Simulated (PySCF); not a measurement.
## Electronic structure of HOTl in real space

Input

```
mol = gto.M(atom='''
Tl     0.09762     0.00000     0.01905
O     -0.23929     0.00000     2.12686
H      0.48690     0.00000     2.76092''',
    basis={'Tl': 'def2-SVP', 'O': 'def2-SVP', 'H': 'def2-SVP'},
    ecp={'Tl': 'def2-SVP'},
    charge=0, spin=0)
mf = dft.RKS(mol, xc='PBE0')
mf.grids.atom_grid = (75, 302)  # f atoms: at least (60, 302), unpruned
mf = mf.density_fit()  # Tl def2-universal-JKFIT, O def2-universal-JKFIT, H def2-universal-JKFIT
mf.conv_tol = 1e-09; mf.max_cycle = 55
mf.kernel(dm0)
```

Command:

```sh
OMP_NUM_THREADS=2 python run.py
```

Core potentials replace the inner electrons of Tl.

Level of theory: PySCF, RKS PBE0, Tl def2-SVP with ECP60, O def2-SVP, H def2-SVP; non-relativistic Hamiltonian with scalar-relativistic core potentials where named; density fitting.

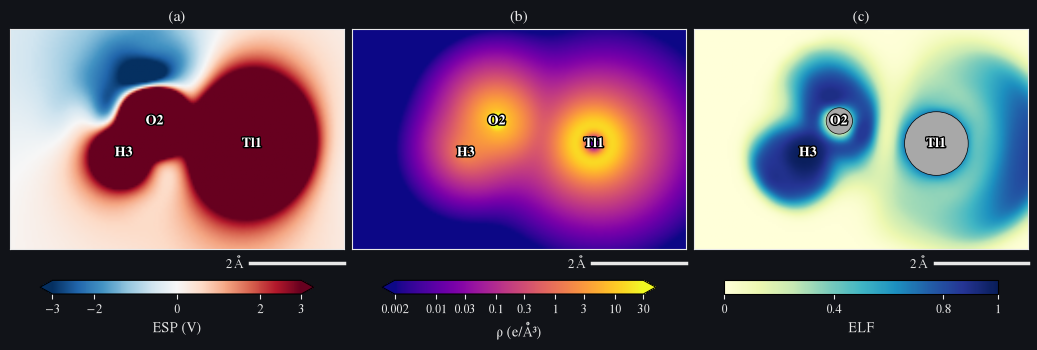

Figure 1. (a) electrostatic potential; (b) electron density; (c) ELF on the molecular plane. Grey discs cover the atomic cores in the ELF map.

Q: What do the fields say about this system?

A: The plane passes through Tl, O and H nuclei.
Tl–O (2.13 Å): ρ is about 0.64 e/Å³ halfway; the ELF peaks at about 0.85 in the valence shell of O, 0.6 Å from its nucleus, and drops to about 0.10 between the two atoms.
O–H (0.96 Å): ρ is about 3.5 e/Å³ halfway; the ELF climbs to about 1 towards the hydrogen, as it does in any bond to H; an ordinary covalent bond to hydrogen.
The ELF also peaks beside O2, away from the bonds: lone-pair regions.
Outside the dense part of the molecule the potential is most negative (−4.2 V) near O2.

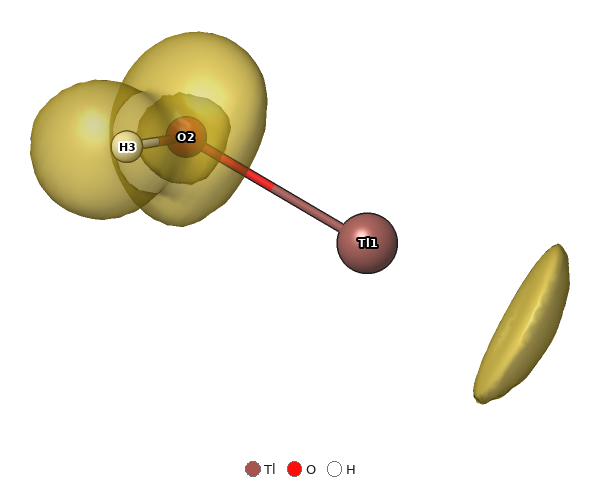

Figure 2. Isosurface of the electron localisation function at 0.75 (yellow), seen at an oblique angle. Only the valence region is drawn (cores and ρ < 0.01 e/Å³ removed).

Q: Where are the electrons localised?

A: The surface consists of one lobe on Tl, pointing away from the bonds (lone pairs) and one joined region spread over several atoms (H, O), in which their bonds and any lone pairs are merged.

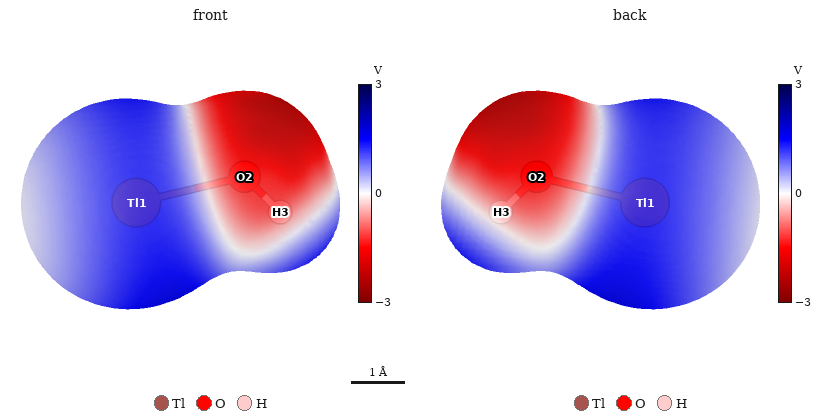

Figure 3. The electrostatic potential painted on the density surface at 0.002 e/bohr³, seen from the front and from behind; red is negative and blue positive.

Q: Which sites attract a positive test charge, and which a negative one?

A: A positive charge is drawn to the negative regions and a negative charge to the positive ones. The most negative region (about −2.4 V, or −55 kcal/mol for a unit charge) lies over O2, the most positive (about +1.7 V, or +39 kcal/mol for a unit charge) over Tl1. O2 is the likeliest acceptor of a hydrogen bond.
